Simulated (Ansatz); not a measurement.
CH$_{9}$BOSi$_{2}$: several calculations on one system

**1. Relaxation**

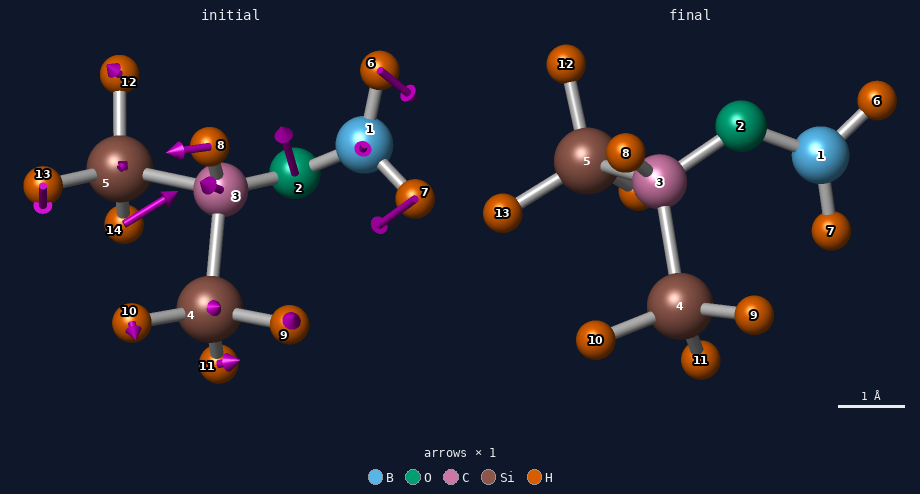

The structure of CH₉BOSi₂ before (left) and after (right) a relaxation, at one scale. The purple arrows give the displacements, at their true length.

A ball-and-stick model, seen at a tilt.

The run prepares an end point of a later path (torsion) calculation, from a guessed geometry.

These are results of RKS BLYP-D4/6-31G (Ansatz), not measurements. (no spin polarisation; force threshold 0.015 eV/Å; at most 40 steps)

### Describe what moved and what it gained.

The energy falls by 152.2 kJ/mol in 22 accepted moves (25 points after the start). Largest force component: 4.1 eV/Å at the start, 0.0065 eV/Å at the end. The line search rejected the trial steps at points 15, 19, 21 of the run. The atom that moves furthest after the best rigid fit is H7 (1.38 Å). By element the largest moves are H 1.38 Å, O 1.28 Å, C 0.55 Å, B 0.35 Å, Si 0.31 Å. Some distances before and after: O2–C3 1.386 → 1.506 Å, Si4–H10 1.401 → 1.512 Å, Si5–H13 1.433 → 1.512 Å, C3–Si5 1.895 → 1.952 Å. Bond angles that change, for instance: B1–O2–C3 109.2° → 125.4°, O2–C3–H8 117.5° → 104.2°, O2–B1–H6 125.1° → 115.7°. Groups turn about O2–C3 by about 120°, B1–O2 by about 90°. Cost: 100 s on 1 thread of Arm Neoverse V2, with other jobs on the host, peak memory 0.17 GiB.

**2. Relaxation**

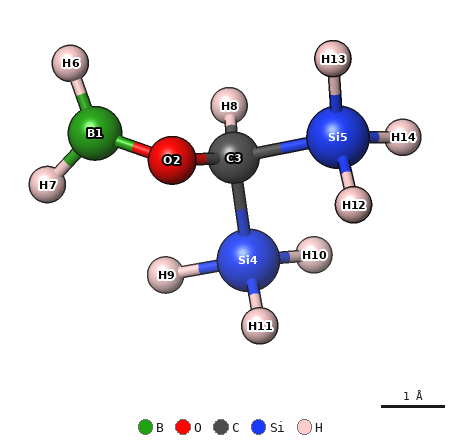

CH9BOSi2, before the relaxation. A ball-and-stick model, seen from a free direction.

The run prepares an end point of a later path (torsion) calculation, from a guessed geometry.

These are results of RKS BLYP-D4/6-31G in Ansatz 0.2.0, not measurements.

Input file:
```yaml
crystal:
  periodic: [false, false, false]
  atoms:
    - { symbol: B, position_ang: [-2.16, 0.5294, 0.7029] }
    - { symbol: O, position_ang: [-1.2814, -0.4535, 0.1803] }
    - { symbol: C, position_ang: [0.0241, 0.0023, 0.2788] }
    - { symbol: Si, position_ang: [0.6568, 0.917, -1.2719] }
    - { symbol: Si, position_ang: [1.163, -1.5007, 0.4697] }
    - { symbol: H, position_ang: [-2.5273, 0.5857, 1.8272] }
    - { symbol: H, position_ang: [-2.6234, 1.3913, -0.0376] }
    - { symbol: H, position_ang: [0.2875, 0.6606, 1.1796] }
    - { symbol: H, position_ang: [-0.2385, 2.1284, -1.395] }
    - { symbol: H, position_ang: [1.9983, 1.2985, -1.1353] }
    - { symbol: H, position_ang: [0.3935, 0.0257, -2.411] }
    - { symbol: H, position_ang: [0.96975, -2.39465, -0.70329] }
    - { symbol: H, position_ang: [0.78333, -2.2084, 1.65645] }
    - { symbol: H, position_ang: [2.52275, -1.04571, 0.52432] }
basis:
  gaussian: { orbitals: "6-31G" }
hamiltonian:
  xc: blyp
  dispersion: d4
relax:
  f_tol: 0.015
  max_steps: 40
```

Run as
```bash
ansatz run input.yaml --threads 1 --pin off --max-ram 2048MiB --backend cpu --events-out ev --progress --plain --runs-dir out
```

Q: Where does the relaxation end?

A: The largest move after the best rigid fit is that of H7, 1.38 Å. By element the largest moves are H 1.38 Å, O 1.26 Å, C 0.54 Å, B 0.36 Å, Si 0.31 Å. Some distances before and after: O2–C3 1.386 → 1.506 Å, Si4–H10 1.401 → 1.512 Å, Si5–H13 1.433 → 1.508 Å, C3–Si5 1.895 → 1.952 Å. Bond angles that change, for instance: B1–O2–C3 109.2° → 125.4°, O2–C3–H8 117.5° → 104.2°, O2–B1–H6 125.1° → 115.7°. Groups turn about O2–C3 by about 120°, B1–O2 by about 90°. The energy falls by 1.580 eV in 24 accepted moves (29 points after the start). Largest force component: 4.1 eV/Å at the start, 0.0039 eV/Å at the end. The line search rejected the trial steps at points 4, 14, 19, 27, 28 of the run. Cost: 120 s on 1 thread of Arm Neoverse V2 (shared host), peak memory 0.17 GiB.

The structure at the end:

```xyz
14

B    -2.1510    0.2629    0.4681
O    -0.9634    0.2746    1.1634
C     0.4090    0.2745    0.5442
Si    0.5600    1.1955   -1.1784
Si    1.0110   -1.5823    0.5208
H    -3.1432    0.2290    1.1371
H    -2.1732    0.2918   -0.7350
H     1.0311    0.8322    1.2646
H    -0.2352    2.4776   -1.1517
H     2.0280    1.5152   -1.3518
H     0.1103    0.3419   -2.3360
H     0.0578   -2.3803   -0.3332
H     1.0256   -2.1391    1.9220
H     2.4018   -1.6576   -0.0691
```

After the run, drawn alike:

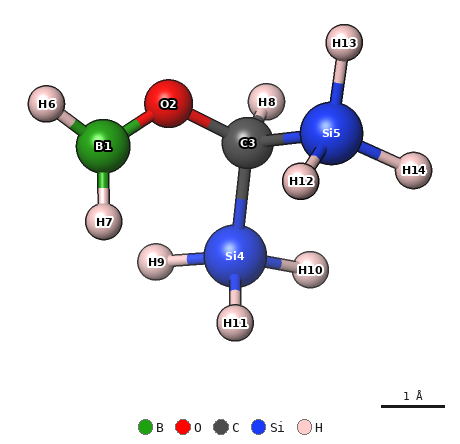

**3. Path**

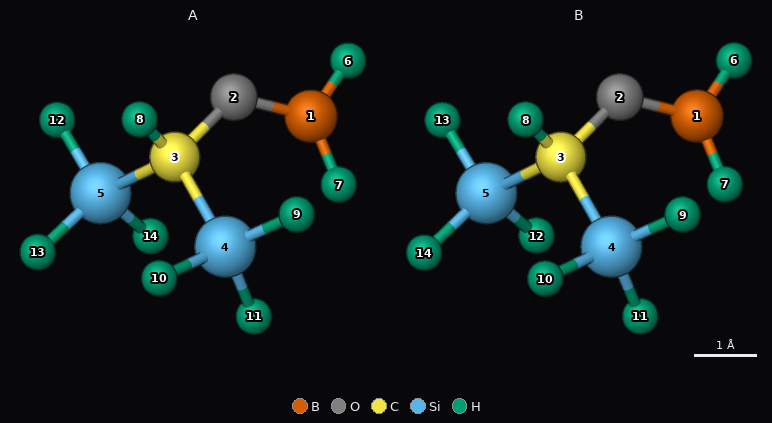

The two relaxed end points of a path for CH₉BOSi₂. Style: ball-and-stick. Shown from a free direction.

Level of theory: Ansatz, RKS BLYP-D4/6-31G.

Run with 7 movable images; climbing image; force threshold 0.03 eV/Å; iteration limit 33.

Start:
```xyz
14

B    -2.1449    0.2646    0.4973
O    -0.9502    0.2938    1.1800
C     0.4162    0.2873    0.5473
Si    0.5462    1.1825   -1.1911
Si    1.0219   -1.5683    0.5469
H    -3.1302    0.2375    1.1768
H    -2.1794    0.2725   -0.7058
H     1.0437    0.8581    1.2524
H    -0.2582    2.4592   -1.1770
H     2.0102    1.5100   -1.3833
H     0.0921    0.3074   -2.3310
H     1.0414   -2.1059    1.9553
H     2.4106   -1.6489   -0.0460
H     0.0675   -2.3789   -0.2931
```

End:
```xyz
14

B    -2.0636    0.3355    0.7426
O    -0.7929    0.3785    1.2692
C     0.4833    0.3100    0.4731
Si    0.4060    1.0993   -1.3183
Si    1.0644   -1.5532    0.5085
H    -2.9565    0.3674    1.5394
H    -2.2480    0.2762   -0.4454
H     1.2006    0.9088    1.0595
H    -0.3698    2.3930   -1.2814
H     1.8392    1.3809   -1.7108
H    -0.2016    0.1705   -2.3377
H    -0.0008   -2.3958   -0.1473
H     1.2646   -2.0056    1.9329
H     2.3621   -1.6947   -0.2555
```

Q: Predict the minimum-energy path and its barrier.

A: The two ends have the same energy, and the highest point, image 4, lies 7.3 kJ/mol above the start. The motion is a rotation about the C3–Si5 bond by about 120°. No bond forms or breaks between the ends. Among the angles between lasting bonds that change up to the highest image: C3–Si5–H14 108.3° → 110.5°. The band is converged. At the top, the vibrational analysis gives one imaginary mode (122i cm⁻¹), as a transition state must have.

Energies of the converged images:

```
image  path (Å)  E (kJ/mol)
    0      0.00         0.0
    1      0.67         0.9
    2      1.35         3.3
    3      2.02         6.0
    4      2.70         7.3
    5      3.27         6.3
    6      3.85         3.8
    7      4.43         1.1
    8      5.00         0.0
```

The geometry at the top of the path:

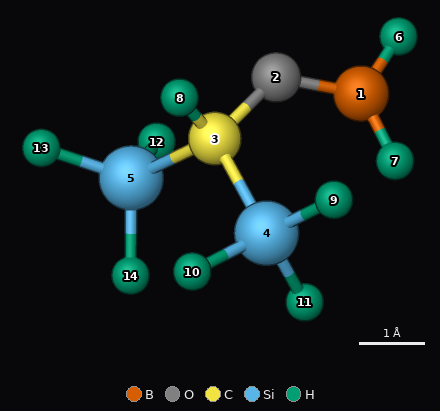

Cost: 10 min on 1 thread of Arm Neoverse V2, with other jobs on the host, peak memory 0.13 GiB.
